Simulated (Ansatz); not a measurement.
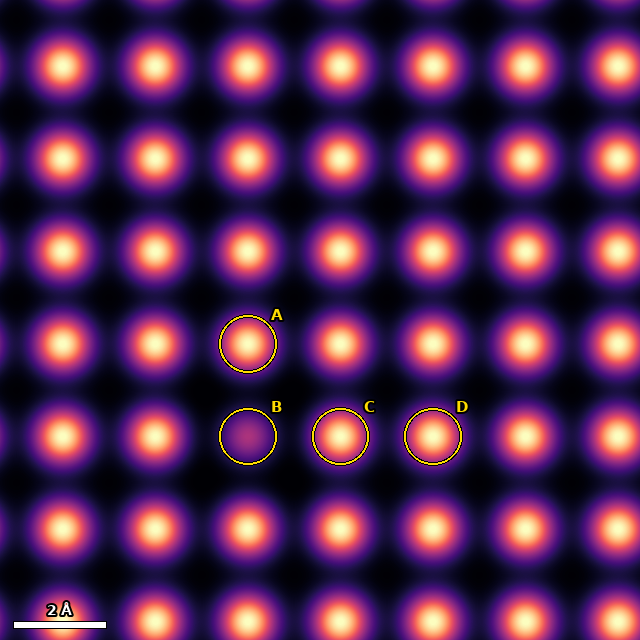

Z-contrast image of Al (Fm-3m, No. 225) along [001]. Simulated incoherent Z contrast: every atom adds Z^1.8 spread by a probe of 1.01 Å full width; channelling and multiple scattering are left out. The probe carries 25 % of its weight in a tail 2.5 times as wide.

The sample is 2 repeats (8.1 Å) thick. One point defect was put into the perfect crystal, without relaxing the atoms around it. Brightness is counted from the darkest point of the image. Host structure: the geometry given to an electronic-structure calculation, possibly off equilibrium.

**Which ringed column holds the defect, and does it scatter more or less than its equals?**

B; it scatters less. The column holds 2 atoms (Al) through the sample, and one Al atom is missing, so its peak drops to about 45 % of that of its equals.
